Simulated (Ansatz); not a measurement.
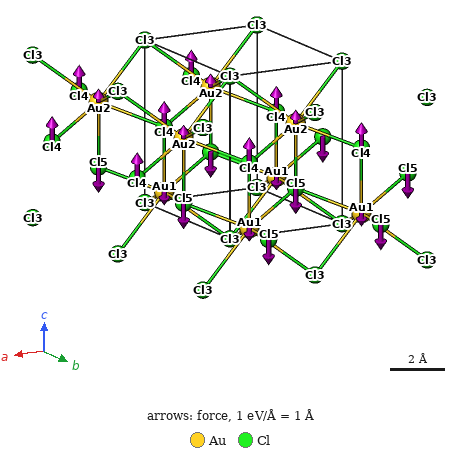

Starting geometry of crystalline Au$_{2}$Cl$_{3}$ (built on the A-type sesquioxide_164 type) (coarse preliminary run) with the computed forces as purple arrows. A ball-and-stick model of the cell of the calculation, repeated 2 × 2 × 1 with one cell outlined, seen from a free direction.

Case: A-type sesquioxide type (P-3m1, No. 164).

Level of theory: Ansatz, DFT PBE, scalar-relativistic, plane waves, PAW. Set-up: plane-wave cutoff 420 eV; k-point mesh 6 × 6 × 4; occupations gaussian; smearing width 0.1 eV; no spin polarisation; cell and atoms relaxed; force threshold 0.04 eV/Å; at most 70 steps.

What follows when this structure is relaxed?

It isn't relaxed: the largest force vector, on Cl atoms, is 1.09 eV/Å. The atoms end up moving mostly along the starting forces (cosine between the two patterns 0.94). The largest moves relative to the cell, 0.57 Å, are those of Au1 and Au2. Au2 goes along +c. Largest moves by element: Au 0.57 Å, Cl 0.52 Å. The drawn cell changes as follows: a = b 4.364 → 4.065 Å (−6.9 %), c 6.790 → 8.941 Å (+31.7 %); the volume changes by +14.2 %. Some distances before and after: Au1–Cl4 2.716 → 4.666 Å, Au1–Cl3 3.019 → 2.850 Å, Au1–Cl5 2.628 → 2.567 Å. Bonds break: Au1–Cl4 (2.72 → 4.67 Å), Au2–Cl5 (2.72 → 4.67 Å). Among the angles between lasting bonds that change: Au1–Cl5–Au1 112.3° → 104.7°, Cl5–Au1–Cl5 112.3° → 104.7°. The space group stays P-3m1 (No. 164). Over 10 accepted moves (12 points after the start) the energy falls by 183 meV per atom. The largest force component goes from 1.1 to 0.0057 eV/Å. Pressure: 0.94 GPa at the start and 0.01 GPa at the end. The SCF was repeated twice at an unchanged geometry on a basis and grid sized afresh for the cell, which shifted the energy by 5.0 meV per atom at most.

Limits of the set-up: an odd number of electrons was run without spin polarisation, which fails if the electron would localise.
